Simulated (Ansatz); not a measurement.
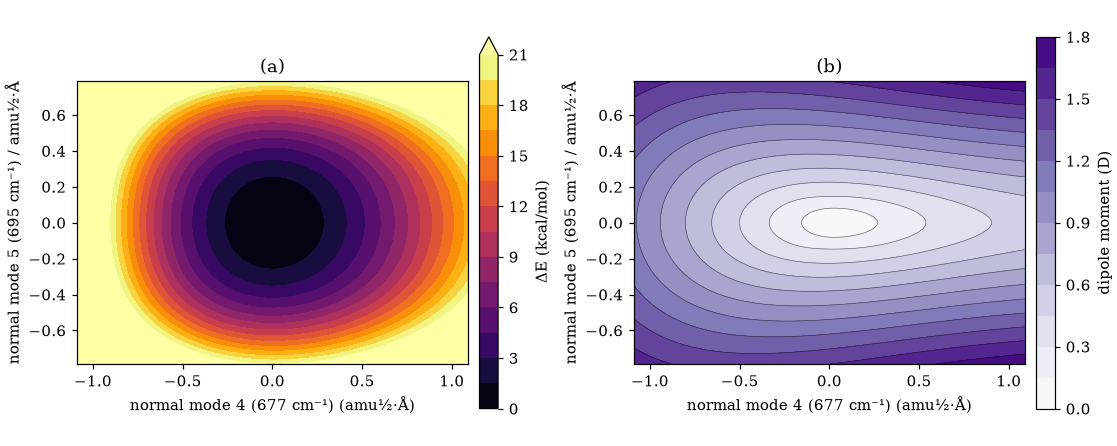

C2H4Ge, SMILES [CH]1=[CH][GeH2]1. Coordinates scanned: (1) normal mode 4 (677 cm⁻¹); (2) normal mode 5 (695 cm⁻¹). Nothing is relaxed (straight displacements along the two mass-weighted modes). Grid: 15 × 15 points; 120 points were computed and 105 follow by symmetry. Points are written as (first, second). Energies: kcal/mol, counted from the lowest grid point. All numbers below come from RHF/def2-TZVP in Ansatz.

Panel (a) is the energy and panel (b) the computed dipole moment on the same grid.

In the figure: filled contours, one colour for all values above the top of the scale. Between grid points the surface is interpolated.

How does the dipole moment vary over the map, and what is it at the lowest grid point?

Leaving out the highest fifth of the energies, it runs from 0.03 D at (0.000 amu½·Å, 0.000 amu½·Å) to 1.62 D at (0.467 amu½·Å, −0.787 amu½·Å). At the lowest grid point, (0.000 amu½·Å, 0.000 amu½·Å), it is 0.03 D.
